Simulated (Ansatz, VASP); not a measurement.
# Cross-check of Ba3Mg between VASP and Ansatz

One calculation is typed for both programs; each brings its own data sets. How far apart do they land? The cell is invented: As first built, before any earlier steps moved the atoms (in the runner's words): it takes the Sr3Mg structure with some of its atoms replaced by other elements, volume scaled by an estimate. It may not be a known or stable phase. Valence electrons are named where the data sets of a main pair hold unlike numbers.

Method: plane waves, with VASP 6.6.1 beside it; band structure at PBEsol with D4 and band structure at LDA, in Ansatz 0.2.0.

## Step 1: The structure

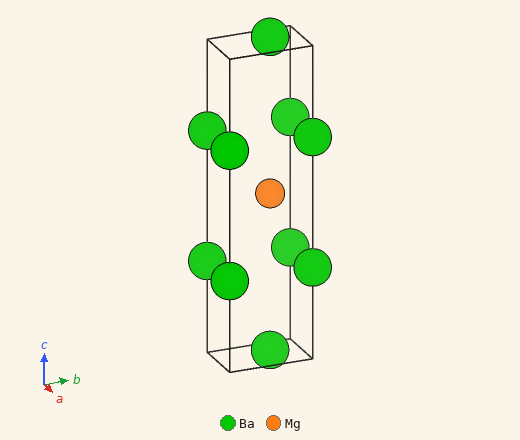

The starting structure, seen slightly off an axis (barium green, magnesium orange). Some periodic images of atoms are drawn too.

## Step 2: VASP: band structure, PBEsol with D4

With cell and atoms fixed, the geometry can't cause a difference; cores, projectors, grids and the points listed under the comparison can.

Lines of VASP's logs that name or quote its potential files are left out, and so is its time.

Contents of INCAR:

```
SYSTEM = Ba3Mg
PREC = Accurate
ENCUT = 400
EDIFF = 1E-06
NELM = 100
ISMEAR = -1
SIGMA = 0.05
LREAL = .FALSE.
ALGO = Normal
GGA = PS
IVDW = 13
ISPIN = 2
MAGMOM = 0.5 0.5 0.5 0
LORBIT = 11
LWAVE = .FALSE.
LCHARG = .FALSE.
KPAR = 2
```

Contents of POSCAR:

```
Ba3Mg
1.0
    4.4745901924      0.0000000000      0.0000000000
   -2.2372950962      3.8751086997      0.0000000000
    0.0000000000      0.0000000000     12.8393913397
Ba Mg
3 1
Direct
    0.3333333300      0.6666666700      0.0000000000
    0.0000000000      0.0000000000      0.2917522910
    0.0000000000      0.0000000000      0.7082477090
    0.3333333300      0.6666666700      0.5000000000
```

Contents of KPOINTS:

```
Automatic mesh
0
Gamma
6 6 2
0 0 0
```

Contents of KPOINTS_OPT:

```
Line mode
16
Line-mode
Reciprocal
  0.00000000   0.00000000   0.00000000 GAMMA
  0.50000000   0.00000000   0.00000000 M

  0.50000000   0.00000000   0.00000000 M
  0.33333333   0.33333333   0.00000000 K

  0.33333333   0.33333333   0.00000000 K
  0.00000000   0.00000000   0.00000000 GAMMA

  0.00000000   0.00000000   0.00000000 GAMMA
  0.00000000   0.00000000   0.50000000 A

  0.00000000   0.00000000   0.50000000 A
  0.50000000   0.00000000   0.50000000 L

  0.50000000   0.00000000   0.50000000 L
  0.33333333   0.33333333   0.50000000 H

  0.33333333   0.33333333   0.50000000 H
  0.00000000   0.00000000   0.50000000 A

  0.50000000   0.00000000   0.50000000 L
  0.50000000   0.00000000   0.00000000 M

  0.33333333   0.33333333   0.00000000 K
  0.33333333   0.33333333   0.50000000 H
```

PAW data sets: Ba_sv and Mg (PBE family, release 64).

Run with:

```bash
$ mpirun -np 2 vasp_std
```

Numbers of over 12 decimals in the logs are rounded to 6 here.

What it wrote:

```text
[banner, memory and clock lines left out]
running    2 mpi-ranks, on    1 nodes
 distrk:  each k-point on    1 cores,    2 groups
 distr:  one band on    1 cores,    1 groups

 POSCAR found type information on POSCAR BaMg
 POSCAR found :  2 types and       4 ions
|                                                                             |
|               ----> ADVICE to this user running VASP <----                  |
|                                                                             |
|     You enforced a specific xc type in the INCAR file but a different       |
|     [... a line on the potential file left out ...]
|     I HOPE YOU KNOW WHAT YOU ARE DOING!                                     |
|                                                                             |

 LDA part: xc-table for (Slater+PW92), standard interpolation
 POSCAR, INCAR and KPOINTS ok, starting setup
 FFT: planning ... GRIDC
 FFT: planning ... GRID_SOFT
 FFT: planning ... GRID
 WAVECAR not read
 entering main loop
       N       E                     dE             d eps       ncg     rms          rms(c)
DAV:   1     0.229038842497E+03    0.22904E+03   -0.10828E+04  1176   0.980E+02
DAV:   2     0.121010891096E+02   -0.21694E+03   -0.21289E+03  1592   0.218E+02
DAV:   3    -0.666099821843E+01   -0.18762E+02   -0.18534E+02  1647   0.699E+01
DAV:   4    -0.778013996450E+01   -0.11191E+01   -0.11100E+01  1870   0.147E+01
DAV:   5    -0.779927350705E+01   -0.19134E-01   -0.19083E-01  1523   0.196E+00    0.370E+00
DAV:   6    -0.777642620979E+01    0.22847E-01   -0.20202E-01  1472   0.189E+00    0.187E+00
DAV:   7    -0.779193321376E+01   -0.15507E-01   -0.68358E-02  1594   0.124E+00    0.103E+00
DAV:   8    -0.780237211261E+01   -0.10439E-01   -0.18722E-02  1552   0.701E-01    0.375E-01
DAV:   9    -0.780527758523E+01   -0.29055E-02   -0.28633E-03  1662   0.248E-01    0.203E-01
DAV:  10    -0.780861180018E+01   -0.33342E-02   -0.15568E-03  1511   0.152E-01    0.134E-01
DAV:  11    -0.781122413783E+01   -0.26123E-02   -0.11406E-03  1480   0.124E-01    0.879E-02
DAV:  12    -0.781258236435E+01   -0.13582E-02   -0.10580E-03  1463   0.103E-01    0.471E-02
DAV:  13    -0.781292939114E+01   -0.34703E-03   -0.36576E-04  1657   0.559E-02    0.314E-02
DAV:  14    -0.781313906458E+01   -0.20967E-03   -0.35895E-04  1470   0.601E-02    0.187E-02
DAV:  15    -0.781319476509E+01   -0.55701E-04   -0.97440E-05  1624   0.286E-02    0.131E-02
DAV:  16    -0.781322015039E+01   -0.25385E-04   -0.32881E-05  1570   0.178E-02    0.737E-03
DAV:  17    -0.781322939683E+01   -0.92464E-05   -0.14782E-05  1478   0.126E-02    0.426E-03
DAV:  18    -0.781323245706E+01   -0.30602E-05   -0.50547E-06  1404   0.792E-03    0.188E-03
DAV:  19    -0.781323295803E+01   -0.50098E-06   -0.10438E-06  1038   0.373E-03
   1 F= -.81020832E+01 E0= -.80851670E+01  d E =-.338324E-01  mag=    -0.0001
 Start KPOINTS_OPT (optional k-point list driver)
k-point batch [1-14\144]
       N       E                     dE             ncg
DAV:   1    -0.192908733086E+04   -0.61098E+04     1176
DAV:   2    -0.515759636164E+04   -0.32285E+04     1584
DAV:   3    -0.544687771316E+04   -0.28928E+03     1751
DAV:   4    -0.546176289302E+04   -0.14885E+02     1782
DAV:   5    -0.546199689082E+04   -0.23400E+00     1601
DAV:   6    -0.546200934082E+04   -0.12450E-01     1902
DAV:   7    -0.546200948656E+04   -0.14575E-03     1673
DAV:   8    -0.546200949690E+04   -0.10335E-04     1366
DAV:   9    -0.546200949768E+04   -0.78240E-06     1052
[...]
k-point batch [141-144\144]
       N       E                     dE             ncg
DAV:   1     0.767393781979E+04   -0.40435E+04      336
DAV:   2     0.687108915144E+04   -0.80285E+03      490
DAV:   3     0.681565264348E+04   -0.55437E+02      435
DAV:   4     0.681281691979E+04   -0.28357E+01      547
DAV:   5     0.681272169958E+04   -0.95220E-01      486
DAV:   6     0.681271632242E+04   -0.53772E-02      576
DAV:   7     0.681271603523E+04   -0.28719E-03      459
DAV:   8     0.681271601407E+04   -0.21160E-04      448
DAV:   9     0.681271601319E+04   -0.87408E-06      387
```

From OUTCAR (step 2):

```text
ion  position               nearest neighbor table
   1  0.333  0.667  0.000-   2 4.55   3 4.55   2 4.55   3 4.55   2 4.55   3 4.55
   2  0.000  0.000  0.292-   4 3.72   4 3.72   4 3.72   1 4.55   1 4.55   1 4.55
   3  0.000  0.000  0.708-   4 3.72   4 3.72   4 3.72   1 4.55   1 4.55   1 4.55
   4  0.333  0.667  0.500-   2 3.72   3 3.72   2 3.72   3 3.72   2 3.72   3 3.72

  LATTYP: Found a hexagonal cell.
 ALAT       =     4.4745901924
 C/A-ratio  =     2.8694005010

 Subroutine GETGRP returns: Found 12 space group operations
 (whereof 12 operations were pure point group operations)

The static configuration has the point symmetry D_3h.

 Found     14 irreducible k-points:

   k-points           NKPTS =     14   k-points in BZ     NKDIM =     14   number of bands    NBANDS=     21

   dimension x,y,z NGX =    30 NGY =   30 NGZ =   84
   dimension x,y,z NGXF=    60 NGYF=   60 NGZF=  168

   ENCUT  =  400.0 eV  29.40 Ry    5.42 a.u.   7.30  7.30 20.94*2*pi/ulx,y,z

   NELECT =      32.0000    total number of electrons

 k-points in reciprocal lattice and weights: Automatic mesh
   0.00000000  0.00000000  0.00000000       0.014
   0.16666667  0.00000000  0.00000000       0.083
   0.33333333  0.00000000  0.00000000       0.083
   0.50000000 -0.00000000  0.00000000       0.042
   0.16666667  0.16666667  0.00000000       0.083
   0.33333333  0.16666667  0.00000000       0.167
   0.33333333  0.33333333  0.00000000       0.028
   0.00000000  0.00000000  0.50000000       0.014
   0.16666667  0.00000000  0.50000000       0.083
[...]
0.33333333  0.16666667  0.50000000       0.167
   0.33333333  0.33333333  0.50000000       0.028

 average (electrostatic) potential at core
       1 -39.5373       2 -39.3644       3 -39.3644       4 -40.3785

 E-fermi :   1.4596

 spin component 1
 k-point     1 :       0.0000    0.0000    0.0000
  band No.  band energies     occupation
    ...
     12     -12.3185      1.00000
     13      -2.2403      1.00000
     14      -0.6262      1.00000
     15      -0.4998      1.00000
     16       0.8333      1.00000
     17       2.2856      0.00000
     18       2.6909      0.00000
     19       3.0996      0.00000
     20       3.0996      0.00000
     21       3.2947      0.00000

 k-point     2 :       0.1667    0.0000    0.0000
  band No.  band energies     occupation
    ...
     12     -12.3387      1.00000
     13      -1.9344      1.00000
     14      -0.3088      1.00000
     15      -0.0970      1.00000
     16       1.1670      0.99713
     17       1.9856      0.00003
     18       2.4972      0.00000
     19       2.6571      0.00000
     20       2.8706      0.00000
     21       2.8968      0.00000

 k-point     3 :       0.3333    0.0000    0.0000
  band No.  band energies     occupation
    ...
     12     -12.3785      1.00000
     13      -1.1844      1.00000
     14       0.2822      1.00000
     15       0.6308      1.00000
     16       1.3248      0.93676
     17       1.5980      0.05906
     18       1.8154      0.00081
     19       2.2991      0.00000
     20       2.3100      0.00000
     21       2.6849      0.00000

 k-point     4 :       0.5000   -0.0000    0.0000
  band No.  band energies     occupation
    ...
     12     -12.3982      1.00000
     13      -0.5456      1.00000
     14       0.2868      1.00000
     15       0.7487      1.00000
     16       0.9748      0.99994
     17       1.6275      0.03360
     18       1.6579      0.01857
     19       2.0404      0.00001
     20       2.1623      0.00000
     21       2.8847      0.00000

 k-point     5 :       0.1667    0.1667    0.0000
  band No.  band energies     occupation
    ...
     11     -12.3878      1.00000
     12     -12.3871      1.00000
     13      -1.4028      1.00000
     14       0.2010      1.00000
     15       0.5495      1.00000
     16       1.6195      0.03920
     17       1.6432      0.02477
     18       1.8989      0.00015
     19       2.3477      0.00000
     20       2.5077      0.00000
    ...

 k-point     6 :       0.3333    0.1667    0.0000
  band No.  band energies     occupation
    ...
     12     -12.4404      1.00000
     13      -0.6115      1.00000
     14       0.6400      1.00000
     15       1.0455      0.99975
     16       1.2744      0.97597
     17       1.6536      0.02021
     18       1.6626      0.01693
     19       2.0911      0.00000
     20       2.1715      0.00000
     21       2.4078      0.00000

  DFT-D4 for vdW energy calculation

  Edisp (eV):   -0.28885

  Total      -1.24075    -1.24075    -1.17714     0.00000     0.00000     0.00000
  in kB      -8.92921    -8.92921    -8.47146     0.00000     0.00000     0.00000
  external pressure =       -8.78 kB  Pullay stress =        0.00 kB

  energy-cutoff  :      400.00
  volume of cell :      222.63
      direct lattice vectors                 reciprocal lattice vectors
     4.474590192  0.000000000  0.000000000     0.223484153  0.129028639  0.000000000
    -2.237295096  3.875108700  0.000000000     0.000000000  0.258057277  0.000000000
     0.000000000  0.000000000 12.839391340     0.000000000  0.000000000  0.077885312

 POSITION                                       TOTAL-FORCE (eV/Angst)
 -----------------------------------------------------------------------------------
     -0.00000      2.58341      0.00000         0.000000      0.000000      0.000000
      0.00000      0.00000      3.74592        -0.000000      0.000000      0.003100
      0.00000      0.00000      9.09347        -0.000000      0.000000     -0.003100
     -0.00000      2.58341      6.41970        -0.000000      0.000000      0.000000
 -----------------------------------------------------------------------------------
    total drift:                                0.000014     -0.000008     -0.000000

  FREE ENERGIE OF THE ION-ELECTRON SYSTEM (eV)
  ---------------------------------------------------
  free  energy   TOTEN  =        -8.1020831921 eV

  energy  without entropy=       -8.0682508016  energy(sigma->0) =       -8.08516700

 total charge
# of ion       s       p       d       tot
------------------------------------------
    1        2.067   5.539   0.268   7.875
    2        2.059   5.544   0.282   7.885
    3        2.059   5.544   0.282   7.885
    4        0.266   0.072   0.002   0.341
--------------------------------------------------
tot          6.451  16.700   0.834  23.985

 magnetization (x)
# of ion       s       p       d       tot
------------------------------------------
    1        0.000   0.000   0.000   0.000
    2       -0.000  -0.000  -0.000  -0.000
    3       -0.000  -0.000  -0.000  -0.000
    4        0.000  -0.000  -0.000  -0.000
--------------------------------------------------
tot          0.000  -0.000   0.000   0.000

[... 6 further parts left out ...]
```

Harder data sets than Ba_sv exist (the GW ones), and pressures, volumes and forces can shift noticeably with them. Dispersion corrections of this kind ignore metallic screening and tend to overbind metals.

[end of part 1 of 2]

[Lines on the potential files, build, host, timing and source positions are cut from VASP's logs without a mark.]

[Logs are printed without paths, hosts, clocks, repeated set-up lines and the standing remarks that a program may print on its own settings, such as how far it seeks lower states.]

[Hosts, paths, dates, database ids (printed as entryN), source tags and the programs' standing remarks are cut or masked in the printed files.]
